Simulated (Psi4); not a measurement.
# SnCl2F2 (SMILES [F][Sn]([F])([Cl])[Cl]) at PBE0/def2-SVP (core potential, sweep point 2)

What is the vertical ionisation energy of SnCl2F2 at PBE0/def2-SVP (core potential, sweep point 2)? 

The calculation is run with Psi4 1.11.

## 1. Starting point

The species is SnCl2F2 (5 atoms), meant as a singlet with charge 0. As SMILES, `[F][Sn]([F])([Cl])[Cl]`. The coordinates come from a PBE0-D4/def2-TZVP relaxation.

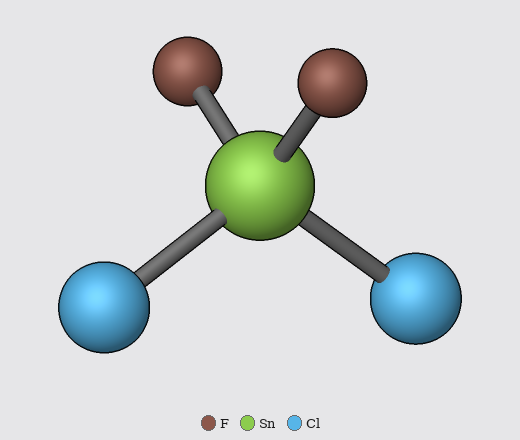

Viewed from a chosen angle; fluorine brown, tin green, chlorine blue.

## 2. The energy at PBE0/def2-SVP (core potential, sweep point 2)

input.inp

```
memory 1600 MB

molecule mol {
  0 1
  F     -0.25700275    -0.60187777     3.53662244
  Sn     0.05971535    -0.06916398     0.02570028
  F      2.85159672    -2.04128216    -0.98851574
  Cl    -3.47274970    -1.49855282    -1.94641791
  Cl     0.91273772     4.07179288    -0.70562373
  units bohr
  symmetry c1
}

set basis def2-SVP
set puream true
set scf_type pk
set dft_radial_points 99
set dft_spherical_points 590

energy('pbe0')
print_variables()
```

The run is started by

```sh
psi4 input.inp input.out -n 1
```

input.out:

```text
[...]
    !!!  WARNING: ECP capability is in beta. Please check occupations closely.  !!!
[...]
  Running in c1 symmetry.
[...]
  Nuclear repulsion =  435.160609086283159
[...]
  Multiplicity = 1
[...]
  Nalpha       = 37
  Nbeta        = 37
[...]
    Number of basis functions: 90
[...]
   @RKS iter   1: -1333.44361169412036   -1.43387e+00   6.79788e-03 DIIS/ADIIS
[...]
   @RKS iter   9: -1333.57751638110062   -1.43716e-08   2.34414e-07 DIIS
[...]
    Orbital Energies [Eh]
    ---------------------
    Doubly Occupied:
       1A   -101.719775     2A   -101.719745     3A    -24.770129
       4A    -24.770099     5A     -9.571158     6A     -9.571142
       7A     -7.311105     8A     -7.311095     9A     -7.303210
      10A     -7.303198    11A     -7.303196    12A     -7.303189
      13A     -5.252124    14A     -3.587286    15A     -3.586064
      16A     -3.585431    17A     -1.221563    18A     -1.208562
      19A     -1.158607    20A     -1.150208    21A     -1.149707
      22A     -1.128753    23A     -1.099690    24A     -0.880055
      25A     -0.864873    26A     -0.575939    27A     -0.476821
      28A     -0.469756    29A     -0.467431    30A     -0.432984
      31A     -0.429544    32A     -0.427749    33A     -0.412547
      34A     -0.382597    35A     -0.380330    36A     -0.374159
[...]
  @RKS Final Energy: -1333.57751638110062
   => Energetics <=
    Nuclear Repulsion Energy =            435.1606090862831593
    One-Electron Energy =               -2792.5364206657536670
    Two-Electron Energy =                1095.8524415350768777
    DFT Exchange-Correlation Energy =     -72.0541463367071060
    Empirical Dispersion Energy =           0.0000000000000000
    VV10 Nonlocal Energy =                  0.0000000000000000
    Total Energy =                      -1333.5775163811006223
[...]
 Multipole Moments:
 ------------------------------------------------------------------------------------
     Multipole            Electronic (a.u.)      Nuclear  (a.u.)        Total (a.u.)
 ------------------------------------------------------------------------------------
 L = 1.  Multiply by 2.5417464519 to convert [e a0] to [Debye]
 Dipole X            :          7.7906139           -8.1149821           -0.3243682
 Dipole Y            :         -7.8840077            8.2122981            0.3282905
 Dipole Z            :          7.8625091           -8.1894411           -0.3269320
 Magnitude           :                                                    0.5655739
[...]
```

Run time: 17 s. Hardware: 1 thread of AMD EPYC 7R43 (Zen 3), shared host; peak memory 0.81 GiB.

## 3. The doublet cation at the same level

job.dat

```
memory 1.6 GB

molecule {
  1 2
  F     -0.25700275    -0.60187777     3.53662244
  Sn     0.05971535    -0.06916398     0.02570028
  F      2.85159672    -2.04128216    -0.98851574
  Cl    -3.47274970    -1.49855282    -1.94641791
  Cl     0.91273772     4.07179288    -0.70562373
  units bohr
  symmetry c1
}

set reference uks
set puream true
set scf_type pk
set dft_radial_points 99
set dft_spherical_points 590
set maxiter 100

e, wfn = energy("pbe0/def2-SVP", return_wfn=True)
```

The run is started by

```sh
psi4 job.dat job.out -n 1
```

job.out:

```text
[...]
    !!!  WARNING: ECP capability is in beta. Please check occupations closely.  !!!
[...]
  Running in c1 symmetry.
[...]
  Nuclear repulsion =  435.160609086283159
[...]
  Multiplicity = 2
[...]
  Nalpha       = 37
  Nbeta        = 36
[...]
    Number of basis functions: 90
[...]
   @UKS iter   1: -1332.97253477199320   -9.62796e-01   6.73658e-03 DIIS/ADIIS
[...]
   @UKS iter  17: -1333.12215584310979   -2.22265e-07   4.20323e-07 DIIS
[...]
   @S^2 Observed:                7.574043583E-01
[...]
    Orbital Energies [Eh]
    ---------------------
    Alpha Occupied:
       1A   -102.002902     2A   -102.002863     3A    -24.963581
       4A    -24.963571     5A     -9.852911     6A     -9.852882
       7A     -7.595323     8A     -7.595294     9A     -7.588609
      10A     -7.588584    11A     -7.581525    12A     -7.581499
      13A     -5.472307    14A     -3.809097    15A     -3.806232
      16A     -3.803844    17A     -1.424798    18A     -1.411689
      19A     -1.381744    20A     -1.369999    21A     -1.369420
      22A     -1.335912    23A     -1.303012    24A     -1.150807
      25A     -1.137624    26A     -0.796617    27A     -0.696896
      28A     -0.690949    29A     -0.671187    30A     -0.656644
      31A     -0.650946    32A     -0.631195    33A     -0.623515
      34A     -0.621094    35A     -0.619762    36A     -0.615009
[...]
  @UKS Final Energy: -1333.12215584310979
   => Energetics <=
    Nuclear Repulsion Energy =            435.1606090862831593
    One-Electron Energy =               -2775.1047146931427960
    Two-Electron Energy =                1078.5707901984917498
    DFT Exchange-Correlation Energy =     -71.7488404347421493
    Empirical Dispersion Energy =           0.0000000000000000
    VV10 Nonlocal Energy =                  0.0000000000000000
    Total Energy =                      -1333.1221558431097947
[...]
 Multipole Moments:
 ------------------------------------------------------------------------------------
     Multipole            Electronic (a.u.)      Nuclear  (a.u.)        Total (a.u.)
 ------------------------------------------------------------------------------------
 L = 1.  Multiply by 2.5417464519 to convert [e a0] to [Debye]
 Dipole X            :          7.0960355           -8.1149821           -1.0189466
 Dipole Y            :         -7.1811529            8.2122981            1.0311452
 Dipole Z            :          7.1615495           -8.1894411           -1.0278915
 Magnitude           :                                                    1.7770970
[...]
```

Run time: 36 s. Hardware: 1 thread of AMD EPYC 7R43 (Zen 3), shared host; peak memory 0.82 GiB.

## 4. What came out

Level: PBE0/def2-SVP (core potential, sweep point 2).

| quantity | value |
| --- | --- |
| singlet SnCl2F2: total energy | -1333.57752 Eh |
| singlet SnCl2F2: dipole moment | 1.44 D |
| singlet SnCl2F2: HOMO energy | -10.08 eV |
| singlet SnCl2F2: LUMO energy | -3.15 eV |
| singlet SnCl2F2: HOMO–LUMO gap | 6.93 eV |
| doublet cation: total energy | -1333.12216 Eh |
| doublet cation: HOMO energy (highest over α and β) | -16.10 eV |
| doublet cation: LUMO energy (lowest over α and β) | -14.67 eV |
| doublet cation: ⟨S²⟩ | 0.757 |
| vertical ionisation energy (to the doublet cation) | 12.391 eV |

In words: The vertical ionisation energy comes to 12.39 eV (1196 kJ/mol). −ε(HOMO) before ionisation, 10.08 eV, is 2.31 eV below this ionisation energy.
